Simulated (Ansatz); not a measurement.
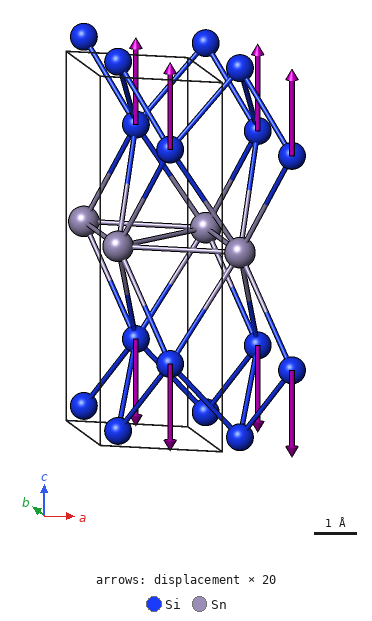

A relaxation of a crystal of Si$_{3}$Sn (a generated structure, set up in P-6m2). The starting structure is drawn; purple arrows show the displacements (the part carried along by the change of the cell is left out), magnified 20 times.

The picture is a ball-and-stick view of the cell of the calculation, repeated 2 × 2 × 1 with one cell outlined, seen slightly off an axis.

Method: DFT PBE, scalar-relativistic, plane waves, PAW (Ansatz 0.2.0).

Input
```yaml
crystal:
  lattice:
    - [3.0474871002, 0.0, 0.0]
    - [-1.5237435501, 2.6392012465, 0.0]
    - [0.0, 0.0, 9.1483777141]
  atoms:
    - { symbol: Si, position: [0.3333333333, 0.6666666667, 0.0] }
    - { symbol: Si, position: [0.6666666667, 0.3333333333, 0.2095603828] }
    - { symbol: Si, position: [0.6666666667, 0.3333333333, 0.7904396172] }
    - { symbol: Sn, position: [0.3333333333, 0.6666666667, 0.5] }
basis:
  ecutwfc: 420
kpoints:
  mp_grid: { grid: [18, 18, 6] }
hamiltonian:
  xc: pbe
scf:
  occupations: { method: gaussian, width: 0.1 }
output:
  forces: true
  stress: true
  eigenvalues: true
  write_density: true
  write_potential: true
  elf: true
  volumetric_format: npy
relax:
  adjacent_minimum: "off"
  f_tol: 0.01
  max_steps: 80
  cell: { stress_tol: 0.05 }
```

Run as
```bash
ansatz run input.yaml --threads 1 --pin off --max-ram 2560MiB --backend cpu --events-out ev --progress --plain --runs-dir out
```

### What did the optimiser do to the structure, and how much energy did it gain?

The energy falls by 185 meV per atom in 9 accepted moves (12 points after the start). Largest force component: 0.12 eV/Å at the start, 0.0013 eV/Å at the end. Pressure: 0.61 GPa at the start and 0.01 GPa at the end. The line search rejected the trial step at point 6 of the run. The SCF was repeated twice at an unchanged geometry on a basis and grid sized afresh for the cell, which shifted the energy by 4.8 meV per atom at most. The largest moves relative to the cell, 0.11 Å, are those of Si2 and Si3. Si3 goes along +c. Sn stays in place. The drawn cell changes as follows: a = b 3.047 → 3.564 Å (+16.9 %), c 9.148 → 7.173 Å (−21.6 %); the volume changes by +7.2 %. Some distances before and after: Si2–Si3 3.834 → 2.790 Å, Si1–Si1 3.047 → 3.564 Å, Sn4–Sn4 3.047 → 3.564 Å, Si2–Sn4 3.187 → 3.006 Å. Bond angles that change, for instance: Si2–Si1–Si3 94.9° → 68.3°, Si2–Si1–Si2 71.7° → 91.6°, Si2–Si1–Si3 140.5° → 131.1°. The space group stays P-6m2 (No. 187). Cost: 9.6 min on 1 thread of Intel(R) Xeon(R) Processor @ 2.50GHz (Skylake/Cascade Lake), with other jobs on the host, peak memory 0.55 GiB.
